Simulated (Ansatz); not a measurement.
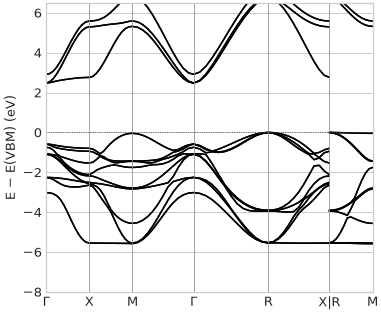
Fig. 1. Band structure from the program Ansatz at the r²SCAN with spin–orbit coupling level (PAW)

**Question.** Read off the gap and where the band edges lie.

**Answer.** About 2.5 eV (2.48 eV by a search for the band edges); maximum at R, minimum at Γ.

The material is KTaO3 (cubic perovskite, Pm-3m).

The r²SCAN relaxation kept the symmetry of its start. The run is not spin-polarised.

Potentials: the later of the program's two PAW sets.
